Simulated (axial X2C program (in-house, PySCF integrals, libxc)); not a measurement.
# SiCN: bond lengths and stretches, held linear

Aim: the two bond lengths and stretching wavenumbers of linear SiCN, with and without spin–orbit coupling, at PBE0, HF, BHandHLYP.

Computed with an in-house X2C program for linear molecules on PySCF integrals. Level: all-electron X2C, two-component (2c) or spin-free, Si dyall-v3z, C dyall-v3z, N dyall-av3z.

All values are calculated.

2 further runs of the same task are left out: 2 set aside as unsound or not needed.

**1. Set-up**

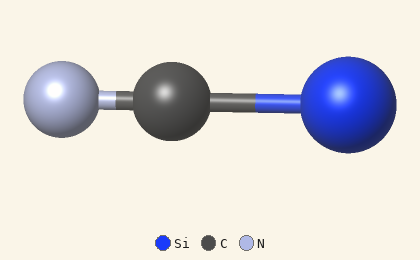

The atoms on one line, bonds 1.860 and 1.160 Å (silicon blue, carbon dark grey, nitrogen light blue).

File task.json:

```json
{
 "zs": [
  14,
  6,
  7
 ],
 "q": 0,
 "bas": [
  "dyall-v3z",
  "dyall-v3z",
  "dyall-av3z"
 ],
 "r0": [
  1.86,
  1.16
 ],
 "symm": 0,
 "scan": [
  "PBE0",
  "HF",
  "BHandHLYP"
 ],
 "levels": [
  "PBE0",
  "HF",
  "r2SCAN"
 ],
 "nst": 2
}
```

Keys: zs atomic numbers; q charge; bas basis sets; r0 starting distance in Å; symm equal bonds; scan levels of the two-bond scan; levels methods; nst determinants followed.

Launch:

```console
> python solin.py task.json out
```

Masses Si 27.977, C 12.000, N 14.003 u.

**2. Scan at PBE0, 2c**

State: Ω = 1/2 (beyond evenly filled blocks: ω = 1/2). Energies above the lowest point, from the job's result record:

```
r(Si–C) (Å)  r(C–N) (Å)  E (meV)
     1.8037      1.1339    69.72
     1.8037      1.1630    17.59
     1.8037      1.1921    59.58
     1.8500      1.1339    47.42
     1.8500      1.1630     0.00
     1.8500      1.1921    47.14
     1.8500      1.2212   171.69
     1.8962      1.1339    61.33
     1.8962      1.1630    17.84
     1.8962      1.1921    69.27
     1.9425      1.1630    64.09
     1.9425      1.2212   252.19
```

A quadratic surface with cubic terms in each bond gives the minimum at 1.848 and 1.162 Å, force constants 2.66, 17.9 and coupling 0.51 mdyn/Å.

**3. Scan at HF, 2c**

State: Ω = 1/2 (beyond evenly filled blocks: ω = 1/2). Energies above the lowest point, from the job's result record:

| r(Si–C) (Å) | r(C–N) (Å) | E (meV) |
| --- | --- | --- |
| 1.8037 | 1.1339 | 38.11 |
| 1.8037 | 1.1630 | 52.79 |
| 1.8037 | 1.1921 | 136.58 |
| 1.8500 | 1.1339 | 0.00 |
| 1.8500 | 1.1630 | 23.26 |
| 1.8500 | 1.1921 | 116.97 |
| 1.8500 | 1.2212 | 255.76 |
| 1.8962 | 1.1339 | 0.37 |
| 1.8962 | 1.1630 | 30.90 |
| 1.8962 | 1.1921 | 133.49 |
| 1.9425 | 1.1630 | 68.53 |
| 1.9425 | 1.2212 | 334.46 |

A quadratic surface with cubic terms in each bond gives the minimum at 1.871 and 1.139 Å, force constants 2.5, 17.2 and coupling 1.01 mdyn/Å.

**4. Scan at BHandHLYP, 2c**

State: Ω = 1/2 (beyond evenly filled blocks: ω = 1/2). Energies above the lowest point, from the job's result record:

```
r(Si–C) (Å)  r(C–N) (Å)  E (meV)
     1.8037      1.1339    22.53
     1.8037      1.1630    18.60
     1.8037      1.1921   107.63
     1.8500      1.1339     0.00
     1.8500      1.1630     1.15
     1.8500      1.1921    95.95
     1.8500      1.2212   266.67
     1.8962      1.1339    13.53
     1.8962      1.1630    18.78
     1.8962      1.1921   118.25
     1.9425      1.1630    64.59
     1.9425      1.2212   348.19
```

A quadratic surface with cubic terms in each bond gives the minimum at 1.851 and 1.148 Å, force constants 2.6, 19.4 and coupling 0.56 mdyn/Å.

**5. The levels side by side**

| level | r(Si–C) (Å) | r(C–N) (Å) | lower stretch (cm⁻¹) | upper stretch (cm⁻¹) |
| --- | --- | --- | --- | --- |
| PBE0, 2c | 1.848 | 1.162 | 573.7 | 2184.9 |
| HF, 2c | 1.871 | 1.139 | 559.8 | 2101.2 |
| BHandHLYP, 2c | 1.851 | 1.148 | 568.0 | 2264.4 |
| PBE0, spin-free | 1.848 | 1.162 | 573.9 | 2184.7 |
| HF, spin-free | 1.871 | 1.139 | 560.1 | 2099.0 |
| BHandHLYP, spin-free | 1.851 | 1.148 | 568.2 | 2264.2 |

Scans not shown above were run alike.

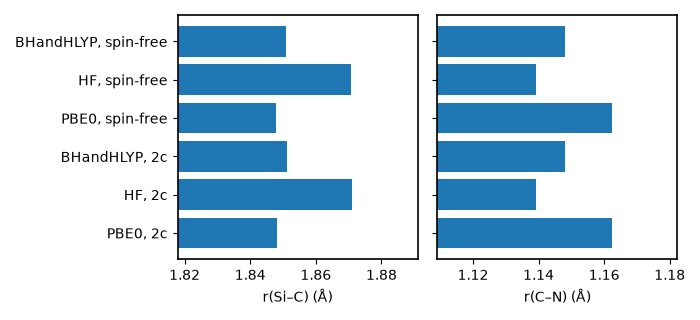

The two bond lengths by level.

**Reading.** Over the levels the Si–C bond spans 1.848 to 1.871 Å and the C–N bond 1.139 to 1.162 Å. At PBE0 spin–orbit coupling leaves both bonds unchanged to 0.001 Å. Each state is one determinant, the lowest of a limited PBE0 search; the stretches come from a fit to few points and are good to some per cent at best. The molecule was held linear; bending was not examined, so a bent shape may lie lower. Note: functional without a current term on a determinant with orbital currents, of the molecule or an atom.
